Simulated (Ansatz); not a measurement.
## Electronic structure of F2H4NSi···HS in real space

```yaml
atoms:
  - { symbol: Si, position_ang: [-0.7833, 0.1181, -0.5978] }
  - { symbol: S, position_ang: [0.5843, 1.5966, 1.3036] }
  - { symbol: F, position_ang: [-1.5345, -0.9412, -1.5453] }
  - { symbol: F, position_ang: [0.0587, 0.9267, -1.6658] }
  - { symbol: H, position_ang: [-1.8992, 0.6906, 0.1524] }
  - { symbol: H, position_ang: [0.6901, -0.0790, 1.0252] }
  - { symbol: N, position_ang: [0.3138, -1.0124, 0.3033] }
  - { symbol: H, position_ang: [1.6552, 1.8696, 0.5414] }
  - { symbol: H, position_ang: [1.0664, -1.3764, -0.2748] }
  - { symbol: H, position_ang: [-0.1514, -1.7926, 0.7580] }
```

A transition-state structure; geometry: PBE0-D4/def2-TZVP.

All numbers below come from Ansatz 0.2.0, RKS PBE0-D4/def2-TZVPP.

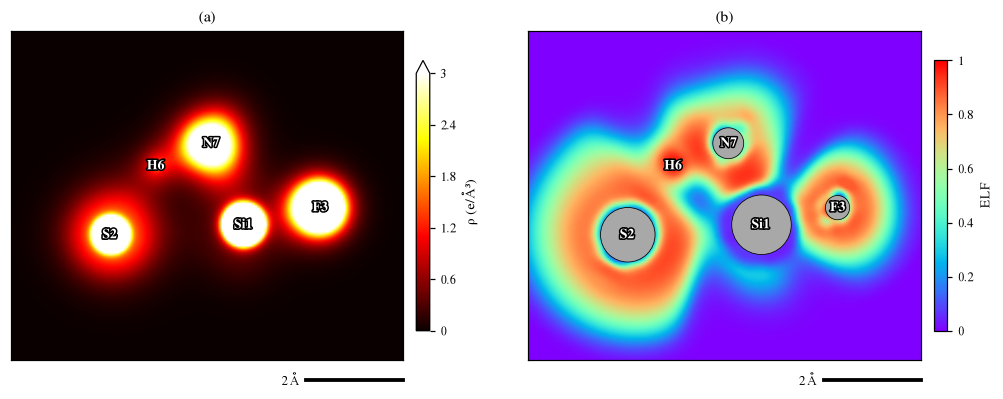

Figure 1. (a) total electron density; (b) ELF on the plane of atoms F3, Si1 and N7. Grey discs cover the atomic cores in the ELF map.

**What does the map show?**

- The section cuts through Si, S, F, H and N sites.
- S2···H6 (1.70 Å): the density falls to about 0.66 e/Å³ on the way; the ELF peaks at about 0.90 between the atoms (by its geometry a hydrogen bond between the two molecules, with no shared pair).
- Si–F (1.61 Å): ρ at the midpoint is about 1.2 e/Å³; the ELF peaks at about 0.85 in the valence shell of F, 0.6 Å from its nucleus, and is about 0.55 at the midpoint.
- Si–N (1.81 Å): ρ is about 0.98 e/Å³ halfway; the ELF peaks at about 0.95 between the atoms (a polar covalent bond).
- The ELF also peaks beside S2 and F3, away from the bonds: lone-pair regions.

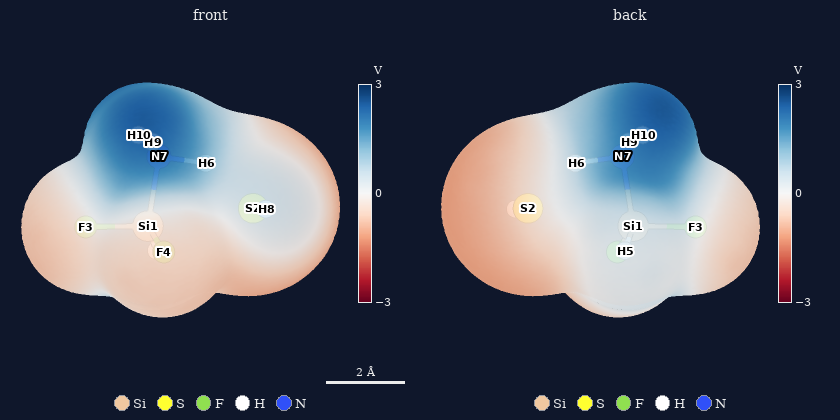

Figure 2. The electrostatic potential painted on the density surface at 0.001 e/bohr³, seen from the front and from behind; red is negative and blue positive.

**Where is the surface potential most negative and most positive?**

The most negative region (about −1.2 V) lies over S2, the most positive (about +2.5 V) over H9 and H10.

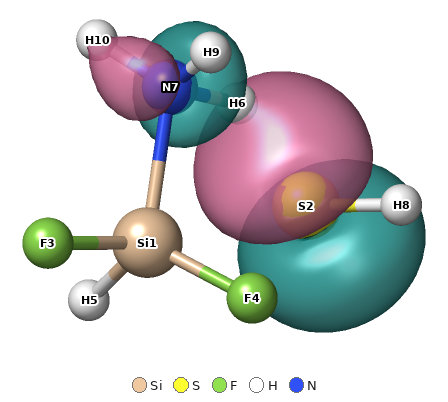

Figure 3. The HOMO−1 at ±0.15 Å⁻³ᐟ² (teal and pink are the two phases), seen at a tilt.

**Describe this orbital and give its energy.**

By Hirshfeld shares it lies mainly on S2 (about 70 %), N7 (about 15 %) and H6 (about 5 %); largely a lone pair of S2. Its energy is −7.02 eV.
